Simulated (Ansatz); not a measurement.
## Generalised stacking-fault energy along a line for KBr (rock salt)

KBr (rock salt) is sheared across one {110} plane: the third cell vector gains the shift, so faults repeat every 7.0 Å. The cut lies between planes 2.34 Å apart; the cell height is held.

```
CELL_PARAMETERS angstrom
      4.67272     0.00000     0.00000
      0.00000     6.60822     0.00000
      2.33636     3.30411     7.00907
ATOMIC_POSITIONS crystal
  Br 0.00000 0.00000 0.83333
  Br 0.33333 0.33333 0.16667
  Br 0.66667 0.66667 0.50000
  K  0.00000 0.50000 0.83333
  K  0.33333 0.83333 0.16667
  K  0.66667 0.16667 0.50000
```

In-plane vectors a = (4.673, 0.000) Å, b = (0.000, 6.608) Å, area 30.88 Å². The shift is s times the vector a (length 4.673 Å), so s = 1 restores the start. The shift is rigid: no atom relaxes. γ = [E(shift) − E(0)] / area.

These are r2SCAN (plane waves to 500 eV, PAW, scalar-relativistic; Ansatz, a quantum-chemistry and plane-wave program) values and carry that method's errors. k mesh 6×6×6 (Γ-centred), Fermi-Dirac smearing 0.05 eV. E is the zero-smearing estimate. Faults lie only 7.0 Å apart, and holding the cell height and the atoms raises γ above its relaxed value. Left out: 3 of 12 points, with atoms too close for the PAW data. KBr was relaxed with its symmetry unable to fall. The zero of γ is zero shift.

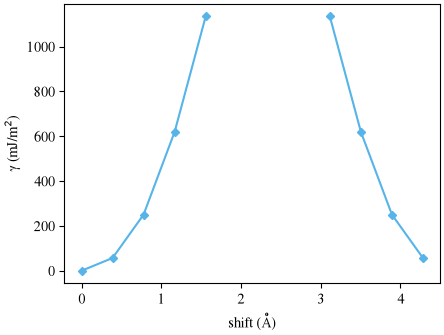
γ (mJ/m²) against shift (Å); one marker a computed point.

(The slope of γ gives the shear force per area between the displaced halves; near zero shift its curvature is an elastic stiffness.)
